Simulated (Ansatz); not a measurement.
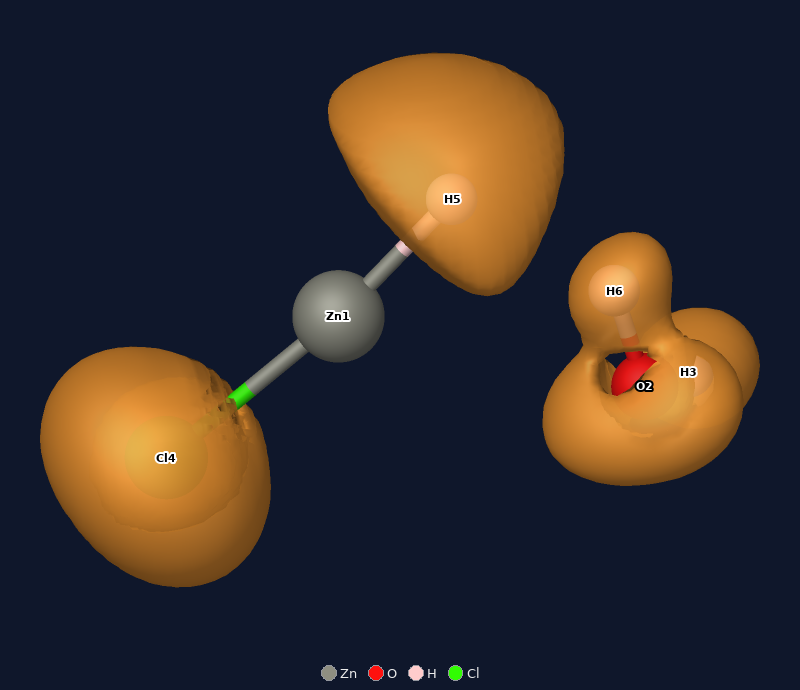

The picture shows: ClHZn···H₂O. Isosurface of the electron localisation function at 0.8 (orange), seen at a tilt. Only the valence region is drawn (cores and ρ < 0.01 e/Å³ removed).

Not at a stationary point (largest force 0.9 eV/Å).

Computed with Ansatz 0.2.0, RKS B3LYP-D4/def2-TZVP.

Input file:

```
crystal:
  periodic: [false, false, false]
  atoms:
    - { symbol: Zn, position_ang: [0.0, 0.0, 0.0] }
    - { symbol: O, position_ang: [0.0, 0.0, 2.14] }
    - { symbol: H, position_ang: [-0.9095, -0.2814, 2.4771] }
    - { symbol: Cl, position_ang: [0.0, 0.0, -2.24] }
    - { symbol: H, position_ang: [1.7115, 0.4692, 0.5897] }
    - { symbol: H, position_ang: [1.3241, 0.363, 1.5381] }
basis:
  gaussian: { orbitals: def2-TZVP }
hamiltonian:
  xc: b3lyp
  dispersion: d4
relax:
  f_tol: 0.15
  max_steps: 25
  restrain:
    - { distance: [0, 4], at: 1.57, k: 30.0 }
    - { distance: [5, 1], at: 1.01, k: 30.0 }
    - { distance: [0, 1], at: 2.99, k: 30.0 }
    - { distance: [5, 4], at: 1.86, k: 30.0 }
output:
  orbitals: {}
```

Launched as:

```sh
ansatz run input.yaml --threads 4 --pin off --max-ram 5120MiB --backend cpu --events-out ev --progress --plain --runs-dir out
```

The fields are those of the run's last geometry, not of the input's.

Describe the localisation domains.

The ELF exceeds this value in one region around a hydrogen nucleus, one region wrapped around Cl (its valence shell) and one joined region spread over several atoms (H, O), in which their bonds and any lone pairs are merged. Along the contacts the grid gives the following. Zn1···H6 (2.60 Å): the ELF dips to about 0.05 between them. Zn–Cl (2.12 Å): the ELF peaks at about 0.80 in the valence shell of Cl, 0.8 Å from its nucleus, and is about 0.45 at the midpoint.
